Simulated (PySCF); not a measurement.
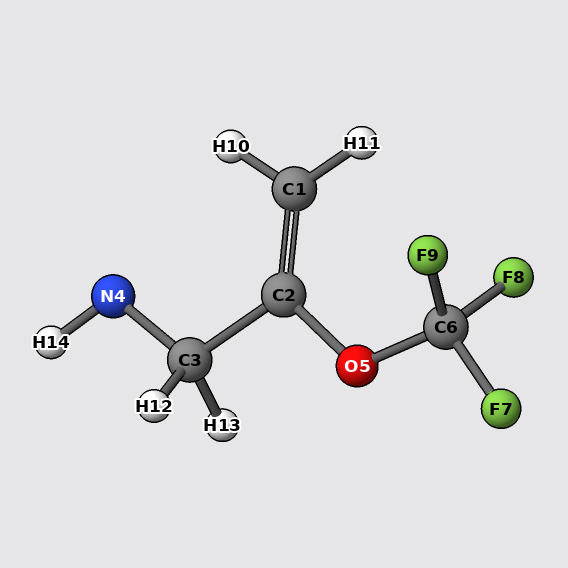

The questions are on Mulliken spin populations. The species is neutral and a spin doublet. Computed geometry: GFN2-xTB optimisation. No frequency run is at hand to confirm it as a minimum. Properties computed with UKS B3LYP, pcH-1 on C F H N O, non-relativistic (PySCF 2.14.0).

> Which atom carries the largest spin population?

N4 (0.97 e).

> Which atom has the lowest spin population?

C3 (−0.08 e); a negative value comes from spin polarisation.

Give the Mulliken spin populations atom by atom.

| atom | value (e) |
| --- | --- |
| C1 | 0.00 |
| C2 | 0.01 |
| C3 | −0.08 |
| N4 | 0.97 |
| O5 | 0.00 |
| C6 | 0.00 |
| F7 | 0.00 |
| F8 | 0.00 |
| F9 | 0.00 |
| H10 | 0.00 |
| H11 | 0.00 |
| H12 | 0.07 |
| H13 | 0.07 |
| H14 | −0.03 |

Mulliken values depend strongly on the basis set.
